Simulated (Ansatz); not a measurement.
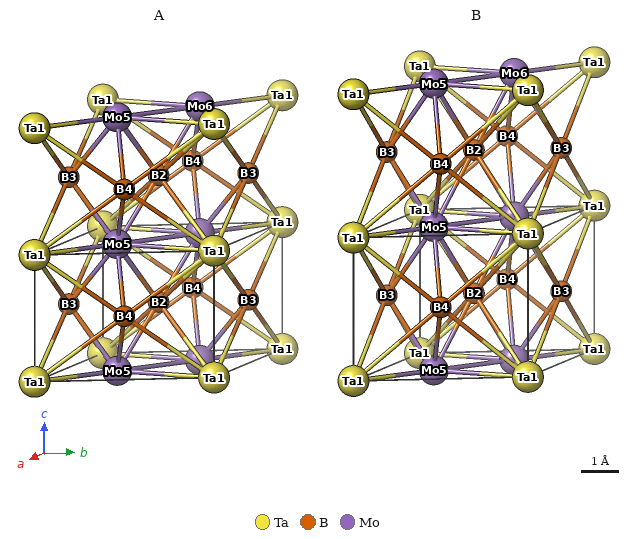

Two geometries of solid TaB3Mo2 (a generated structure, set up in P6/mmm) (coarse preliminary run), drawn at one scale. One is the start of a relaxation, the other its converged end. A ball-and-stick model of the cell of the calculation, repeated 1 × 1 × 2 with one cell outlined, seen slightly off an axis.

These are results of DFT PBE, scalar-relativistic, plane waves, PAW in Ansatz, not measurements. (plane-wave cutoff 420 eV; k-point mesh 6 × 6 × 4; occupations gaussian; smearing width 0.1 eV; no spin polarisation; cell and atoms relaxed; force threshold 0.04 eV/Å; at most 70 steps)

**Which geometry has the lower energy?**

Structure A is the relaxed one. After 4 accepted moves (5 points after the start) the energy has fallen by 151 meV per atom. All forces vanish by symmetry, so only the cell relaxes. Pressure: −14.30 GPa at the start and −0.17 GPa at the end. At 1 point the geometry stayed and the basis and grid were re-selected for the new cell (energy shift of 0.1 meV per atom at most each time). The atoms keep their places relative to the cell (all moves are under 0.005 Å). Cell: a = b 4.774 → 4.910 Å (+2.9 %), c 3.944 → 3.488 Å (−11.6 %). Volume −6.4 %. Some distances before and after: B2–Mo5 2.406 → 2.248 Å, Ta1–B2 3.096 → 3.012 Å, Mo5–Mo6 2.756 → 2.835 Å, Ta1–Mo5 2.756 → 2.835 Å. The space group stays P6/mmm (No. 191).

Limits of the set-up: the k-point mesh is coarse for a cell with partly filled bands.
